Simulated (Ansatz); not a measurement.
The starting structures come from a database of crystals and need not be the phases stable at ambient conditions.

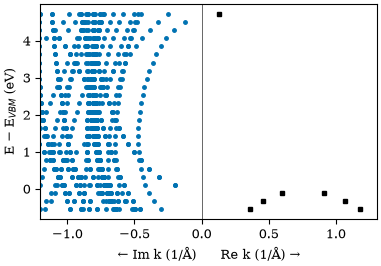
Figure: Complex bands at the centre of the two-dimensional zone; PBEsol run with Ansatz (an electronic-structure program)

The gap is the functional's own. No spin-orbit coupling. Mid-gap values are interpolated on the energy grid.

Q: This is Ba$_{2}$ZnF$_{6}$ (I4/mmm, not sure to be the ambient phase, 9 atoms a cell, 16.0 Å³ an atom, -5 GPa at this level) along the normal of (100). Read off the slowest decay at the centre of the two-dimensional zone at 2.31 eV, the computed energy nearest the middle of the gap.

A: κ ≈ 0.45 1/Å, a decay length 1/(2κ) of the density of 1.1 Å.
